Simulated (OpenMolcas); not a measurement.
# InHCl (SMILES [Cl][InH]): levels of theory compared

We compute a comparison of 3 runs (UHF/3-21G, UPBE/def2-TZVPP, UPBE0/def2-TZVPP) of InHCl. 

Program for the calculation: OpenMolcas 26.06.

## (1) The system as given

The species is InHCl (3 atoms), meant as a doublet with charge 0. SMILES: `[Cl][InH]`. Geometry: relaxed at PBE0-D4/def2-TZVP.

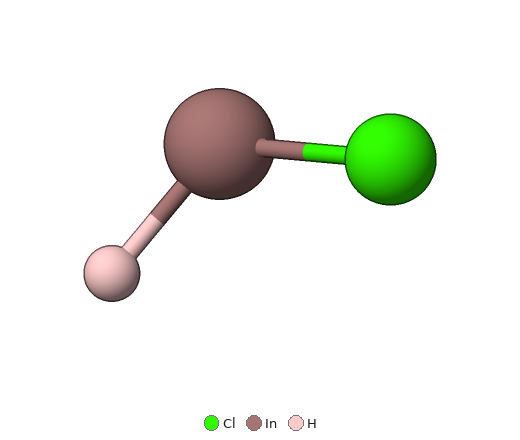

The structure, seen from a chosen angle (chlorine green, indium brown, hydrogen pink).

## (2) Energy and forces at UHF/3-21G (run 1)

File coord.xyz:

```xyz
3

Cl    -1.649800     0.396800    -0.867400
In     0.409500     0.542400     0.286100
H      1.229400    -1.003900     0.568100
```

File test.inp:

```
* ClHIn Hartree-Fock
>>> EXPORT MOLCAS_PRINT=2

&gateway
 baslib
 $CurrDir
 coord
 coord.xyz
 basis
 3-21G
 group
 NoSym

&seward

&scf
 uhf
 spin
 2
 thresholds
 1e-10 1e-07 1e-07 1e-05
 prorbitals
 0

&alaska
```

The basis set 3-21G is read from a file made from the Basis Set Exchange's data (not shown).

Command:

```sh
$ export MOLCAS_MEM=1860
$ pymolcas test.inp > test.log
```

Standard output:

```text
--- Start Module: gateway ---
[...]
--- Stop Module: gateway /rc=_RC_ALL_IS_WELL_ ---
[...]
      Basis functions           46
[...]
--- Start Module: scf ---
[...]
       Convergence after  15 Iterations
[...]
::    Total SCF energy                              -6172.6469674630
[...]
      Total spin, S                                     0.5060087048
[...]
      Total electronic charge=   67.000000
      Total            charge=   -0.000000
[...]
      Dipole Moment (debye):
      Origin of the operator (angstrom)=   -0.0623    0.4983    0.0206
                   X=  3.5426E+00               Y=  9.1660E-01               Z=  2.0580E+00           Total=  4.1983E+00
      Quadrupole Moment (debye*angstrom):
[...]
--- Stop Module: scf /rc=_RC_ALL_IS_WELL_ ---
--- Start Module: alaska ---
[...]
 *              Molecular gradients               *
 **************************************************
  Irreducible representation: a
 ------------------------------------------------------------------------------------------
                              X                       Y                       Z
 ------------------------------------------------------------------------------------------
  CL1               1.99267387490565E-02    1.90291006723653E-03    1.12163845608038E-02
  IN2              -1.84853108317711E-02   -5.86218627544710E-03   -1.08577127969411E-02
  H3               -1.44142791723390E-03    3.95927620820302E-03   -3.58671763883711E-04
 ------------------------------------------------------------------------------------------
--- Stop Module: alaska /rc=_RC_ALL_IS_WELL_ ---
[...]
```

It took 2.5 s on 1 thread of Arm Neoverse V2, shared host; peak memory 0.38 GiB.

## (3) Energy and forces at UPBE/def2-TZVPP (core potential) (run 2)

coord.xyz is that of step 2.

File run.input:

```
&GATEWAY
 BasLib
 $CurrDir
 Coord
 coord.xyz
 Basis
 def2-TZVPP
 Group
 NoSym

&SEWARD
 GridInput
 Grid=UltraFine
 End of Grid

&SCF
 UHF
 Spin
 2
 KSDFT
 PBE
 Thresholds
 1e-10 1e-07 1e-07 1e-05
 PrOrbitals
 1

&ALASKA
```

The basis set def2-TZVPP is read from a file made from the Basis Set Exchange's data (not shown).

Command:

```sh
$ export MOLCAS_MEM=1860
$ pymolcas run.input > run.log
```

Standard output:

```text
--- Start Module: gateway ---
[...]
--- Stop Module: gateway /rc=_RC_ALL_IS_WELL_ ---
[...]
      Basis functions          106
[...]
--- Start Module: scf ---
[...]
       Convergence after  19 Iterations
[...]
::    Total KS-DFT energy                            -650.7781172491
[...]
      Total spin, S                                     0.5018679182
[...]
      Total electronic charge=   39.000000
      Total            charge=   -0.000000
[...]
      Dipole Moment (debye):
      Origin of the operator (angstrom)=   -0.0623    0.4983    0.0206
                   X=  2.2214E+00               Y=  4.5167E-01               Z=  1.2768E+00           Total=  2.6017E+00
      Quadrupole Moment (debye*angstrom):
[...]
--- Stop Module: scf /rc=_RC_ALL_IS_WELL_ ---
[...]
--- Start Module: alaska ---
[...]
 *              Molecular gradients               *
 **************************************************
  Irreducible representation: a
 ------------------------------------------------------------------------------------------
                              X                       Y                       Z
 ------------------------------------------------------------------------------------------
  CL1               4.90303896382116E-03    2.52909451896377E-04    2.73603799336186E-03
  IN2              -2.89466716469988E-03   -3.80509503470705E-03   -2.01924578984958E-03
  H3               -2.00837179907154E-03    3.55218558281267E-03   -7.16792203492744E-04
 ------------------------------------------------------------------------------------------
--- Stop Module: alaska /rc=_RC_ALL_IS_WELL_ ---
[...]
```

Run time: 38 s. Hardware: 1 thread of Arm Neoverse V2, shared host; peak memory 0.61 GiB.

## (4) Energy and forces at UPBE0/def2-TZVPP (core potential) (run 3)

coord.xyz is that of step 3.

File mol.input:

```
* ClHIn Kohn-Sham DFT
>>> EXPORT MOLCAS_PRINT=2
&GATEWAY
BASLIB=$CurrDir
COORD=coord.xyz
BASIS=def2-TZVPP
GROUP=NoSym
&SEWARD
GRIDINPUT
Grid=UltraFine
End of Grid
&SCF
UHF
SPIN=2
KSDFT=PBE0
THRESHOLDS=1e-10 1e-07 1e-07 1e-05
PRORBITALS=0
&ALASKA
```

The basis set def2-TZVPP is read from a file made from the Basis Set Exchange's data (not shown).

Command:

```sh
$ export MOLCAS_MEM=1860
$ pymolcas mol.input > mol.log
```

Standard output:

```text
--- Start Module: gateway ---
[...]
--- Stop Module: gateway /rc=_RC_ALL_IS_WELL_ ---
[...]
      Basis functions          106
[...]
--- Start Module: scf ---
[...]
       Convergence after  15 Iterations
[...]
::    Total KS-DFT energy                            -650.8134868570
[...]
      Total spin, S                                     0.5033702310
[...]
      Total electronic charge=   39.000000
      Total            charge=   -0.000000
[...]
      Dipole Moment (debye):
      Origin of the operator (angstrom)=   -0.0623    0.4983    0.0206
                   X=  2.4142E+00               Y=  5.2193E-01               Z=  1.3911E+00           Total=  2.8348E+00
      Quadrupole Moment (debye*angstrom):
[...]
--- Stop Module: scf /rc=_RC_ALL_IS_WELL_ ---
[...]
--- Start Module: alaska ---
[...]
 *              Molecular gradients               *
 **************************************************
  Irreducible representation: a
 ------------------------------------------------------------------------------------------
                              X                       Y                       Z
 ------------------------------------------------------------------------------------------
  CL1               9.91628512743148E-05   -5.58123501337437E-05    4.86037111802062E-05
  IN2              -3.92318563413596E-06    3.40089350263639E-05    1.59085022133354E-06
  H3               -9.52396656401788E-05    2.18034151009405E-05   -5.01945614382882E-05
 ------------------------------------------------------------------------------------------
--- Stop Module: alaska /rc=_RC_ALL_IS_WELL_ ---
[...]
```

It took 33 s on 1 thread of Arm Neoverse V2, shared host; peak memory 0.61 GiB.

## (5) All runs side by side

```csv
run,level,integration grid,energy (Eh),dipole moment (D),HOMO energy (eV),LUMO energy (eV),wall time
1,UHF/3-21G,–,-6172.646967,4.20,-8.57,-0.16,2.5 s
2,UPBE/def2-TZVPP (core potential),UltraFine,-650.778117,2.60,-5.30,-4.27,38 s
3,UPBE0/def2-TZVPP (core potential),UltraFine,-650.813487,2.83,-6.32,-3.43,33 s
```

## (6) Outcome

| quantity | value |
| --- | --- |
| run 3: total energy | -650.81349 Eh |
| run 3: dipole moment | 2.83 D |
| run 3: HOMO energy (highest over α and β) | -6.32 eV |
| run 3: LUMO energy (lowest over α and β) | -3.43 eV |
| run 3: ⟨S²⟩ | 0.757 |
| run 3: largest force on an atom | 0.006 eV/Å |

What this shows: The dipole moment (its size) runs from 2.60 D (UPBE/def2-TZVPP) to 4.20 D (UHF/3-21G). The two ends differ in method and basis and core potential. Totals of different functionals can't be ranked against each other. Some runs of one species differ in core potentials or relativity; totals across that change don't compare. In run 1 relativity is left out where basis or elements ask for it. All runs together took 73 s, the longest 38 s.
